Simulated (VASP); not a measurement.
Band structure of Cs (bcc). Computed with MS2 meta-GGA, VASP's PBE PAW potentials (set 64) (plane waves; VASP).

Unless said otherwise, spin-orbit coupling is left out, though it shifts the bands of the heavy elements here.

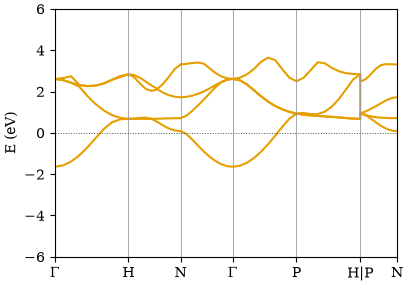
Bands along high-symmetry lines, zero at the valence-band maximum or, without a gap, the Fermi level

Problem. Read the plot: is there a gap, and where are the band edges?

Solution. It has no gap at this level: it comes out as a metal or semimetal.

The compound is Cs in the bcc structure. It was relaxed first, which changed the volume by +7 %.
